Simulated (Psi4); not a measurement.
# TPSSh/def2-TZVP (core potential) run of SnS (SMILES [S][Sn])

What is the vertical singlet–triplet gap of SnS at TPSSh/def2-TZVP (core potential)? 

Program for the calculation: Psi4 1.11.

6 further runs of the same task are left out: 3 that didn't finish, 3 set aside as unsound or not needed.

**1. The system as given**

The species is SnS (2 atoms), meant as a singlet with charge 0. As SMILES, `[S][Sn]`. Geometry: the measured bond length.

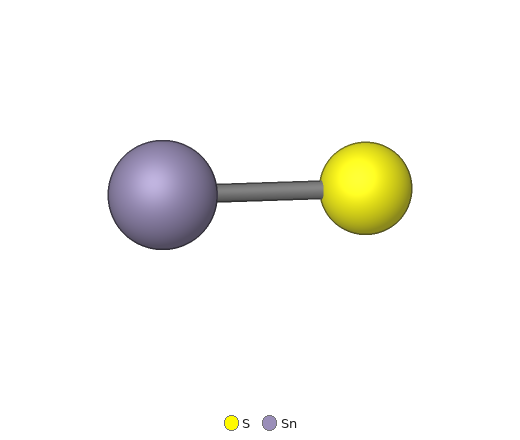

Viewed from a chosen angle; sulfur yellow, tin purple.

**2. Energy and forces at TPSSh/def2-TZVP (core potential)**

Contents of ssn.in:

```
memory 1600 MB

molecule m {
  0 1
  S      0.000000     0.000000     0.000000
  Sn     0.000000     0.000000     2.209026
  units angstrom
  symmetry c1
  no_reorient
  no_com
}

set basis def2-TZVP
set puream true
set e_convergence 1e-09
set d_convergence 1e-08
set scf_type pk
set dft_radial_points 99
set dft_spherical_points 590

E, wfn = gradient('tpssh', return_wfn=True)
```

Started as:

```bash
psi4 -n 1 ssn.in ssn.out
```

ssn.out:

```text
[...]
    !!!  WARNING: ECP capability is in beta. Please check occupations closely.  !!!
[...]
  Running in c1 symmetry.
[...]
  Nuclear repulsion =   84.322401889267027
[...]
  Multiplicity = 1
[...]
  Nalpha       = 19
  Nbeta        = 19
[...]
    Number of basis functions: 87
[...]
 WARNING: Atomic UHF is not converging! Try casting from a smaller basis or call Rob at CCMST.
   -------------------------
[...]
   @RKS iter   1:  -612.25028343811096   -9.45987e-01   8.77919e-03 DIIS/ADIIS
[...]
   @RKS iter  12:  -612.48998476200939   -3.29692e-12   1.42463e-09 DIIS
[...]
    Orbital Energies [Eh]
    ---------------------
    Doubly Occupied:
       1A    -88.688740     2A     -7.834896     3A     -5.781229
       4A     -5.781046     5A     -5.781046     6A     -5.042468
       7A     -3.398554     8A     -3.398554     9A     -3.388025
      10A     -1.004252    11A     -1.004252    12A     -0.999543
      13A     -0.995942    14A     -0.995942    15A     -0.645189
      16A     -0.415252    17A     -0.251719    18A     -0.249025
      19A     -0.249025
[...]
  @RKS Final Energy:  -612.48998476200939
   => Energetics <=
    Nuclear Repulsion Energy =             84.3224018892670273
    One-Electron Energy =               -1094.9630721524667933
    Two-Electron Energy =                 437.6115571348067306
    DFT Exchange-Correlation Energy =     -39.4608716336163781
    Empirical Dispersion Energy =           0.0000000000000000
    VV10 Nonlocal Energy =                  0.0000000000000000
    Total Energy =                       -612.4899847620094988
[...]
 Multipole Moments:
 ------------------------------------------------------------------------------------
     Multipole            Electronic (a.u.)      Nuclear  (a.u.)        Total (a.u.)
 ------------------------------------------------------------------------------------
 L = 1.  Multiply by 2.5417464519 to convert [e a0] to [Debye]
 Dipole X            :          0.0000001            0.0000000            0.0000001
 Dipole Y            :          0.0000000            0.0000000            0.0000000
 Dipole Z            :        -90.5364162           91.8379912            1.3015750
 Magnitude           :                                                    1.3015750
[...]
  -Total Gradient:
     Atom            X                  Y                   Z
    ------   -----------------  -----------------  -----------------
       1       -0.000000001657    -0.000000000081     0.002165384704
       2        0.000000001656     0.000000000081    -0.002163895331
[...]
```

Run time: 24 s. Hardware: 1 thread of Intel Xeon Platinum 8259CL at 2.50GHz (Skylake/Cascade Lake), shared host; peak memory 0.9 GiB.

**3. The triplet, same level**

Contents of job.py:

```python
import psi4

psi4.set_memory('1600 MB')
psi4.set_num_threads(1)
psi4.core.set_output_file('output.dat', False)

mol = psi4.geometry("""
0 3
S      0.000000     0.000000     0.000000
Sn     0.000000     0.000000     2.209026
symmetry c1
""")

options = {'basis': 'def2-TZVP', 'reference': 'uks', 'puream': True, 'e_convergence': 1e-09, 'd_convergence': 1e-08, 'scf_type': 'pk', 'dft_radial_points': 99, 'dft_spherical_points': 590, 'maxiter': 100}
psi4.set_options(options)

e_tot, wfn = psi4.gradient("TPSSH", return_wfn=True)
print('gradient / Eh bohr^-1')
print(e_tot.np.round(6))
print(f'energy = {wfn.energy():.10f} Eh')
```

Started as:

```bash
python job.py
```

output.dat:

```text
[...]
    !!!  WARNING: ECP capability is in beta. Please check occupations closely.  !!!
[...]
  Running in c1 symmetry.
[...]
  Nuclear repulsion =   84.322401889267027
[...]
  Multiplicity = 3
[...]
  Nalpha       = 20
  Nbeta        = 18
[...]
    Number of basis functions: 87
[...]
 WARNING: Atomic UHF is not converging! Try casting from a smaller basis or call Rob at CCMST.
   -------------------------
[...]
   @UKS iter   1:  -612.13157345800596   -9.44540e-01   8.72318e-03 DIIS/ADIIS
[...]
   @UKS iter  25:  -612.38558049233893   -5.68434e-13   8.30994e-09 DIIS
[...]
   @S^2 Observed:                2.009220865E+00
[...]
    Orbital Energies [Eh]
    ---------------------
    Alpha Occupied:
       1A    -88.719337     2A     -7.864929     3A     -5.821096
       4A     -5.808575     5A     -5.806825     6A     -5.055555
       7A     -3.412242     8A     -3.409491     9A     -3.402752
      10A     -1.024330    11A     -1.017689    12A     -1.011022
      13A     -1.009591    14A     -1.009296    15A     -0.681960
      16A     -0.450334    17A     -0.301519    18A     -0.272527
      19A     -0.269690    20A     -0.153510
    Alpha Virtual:
      21A     -0.121613    22A     -0.014769    23A      0.085496
      24A      0.086003    25A      0.102621    26A      0.129015
[...]
  @UKS Final Energy:  -612.38558049233893
   => Energetics <=
    Nuclear Repulsion Energy =             84.3224018892670273
    One-Electron Energy =               -1094.1955388227706862
    Two-Electron Energy =                 436.9456541600457058
    DFT Exchange-Correlation Energy =     -39.4580977188809783
    Empirical Dispersion Energy =           0.0000000000000000
    VV10 Nonlocal Energy =                  0.0000000000000000
    Total Energy =                       -612.3855804923389314
[...]
 Multipole Moments:
 ------------------------------------------------------------------------------------
     Multipole            Electronic (a.u.)      Nuclear  (a.u.)        Total (a.u.)
 ------------------------------------------------------------------------------------
 L = 1.  Multiply by 2.5417464519 to convert [e a0] to [Debye]
 Dipole X            :          0.0000001            0.0000000            0.0000001
 Dipole Y            :          0.0000007            0.0000000            0.0000007
 Dipole Z            :         34.3771975          -33.3971580            0.9800394
 Magnitude           :                                                    0.9800394
[...]
  -Total Gradient:
     Atom            X                  Y                   Z
    ------   -----------------  -----------------  -----------------
       1        0.000000002083    -0.000000004384     0.030019824468
       2       -0.000000002083     0.000000004383    -0.030019994527
[...]
```

On the terminal:

```text
gradient / Eh bohr^-1
[[ 0.      -0.       0.03002]
 [-0.       0.      -0.03002]]
energy = -612.3855804923 Eh
```

Wall time 55 s (1 thread of Intel Xeon Platinum 8259CL at 2.50GHz (Skylake/Cascade Lake), shared host); peak memory 0.91 GiB.

**4. Results**

Level: TPSSh/def2-TZVP (core potential).

| quantity | value |
| --- | --- |
| singlet: total energy | -612.48998 Eh |
| singlet: dipole moment | 3.31 D |
| singlet: HOMO energy | -6.78 eV |
| singlet: LUMO energy | -2.83 eV |
| singlet: HOMO–LUMO gap | 3.95 eV |
| singlet: largest force on an atom | 0.111 eV/Å |
| triplet: total energy | -612.38558 Eh |
| triplet: dipole moment | 2.49 D |
| triplet: HOMO energy (highest over α and β) | -4.18 eV |
| triplet: ⟨S²⟩ | 2.009 |
| triplet: largest force on an atom | 1.544 eV/Å |
| vertical energy of the triplet above the singlet | 2.841 eV |

What this shows: At this shape the triplet lies 2.84 eV (66 kcal/mol) above the singlet.
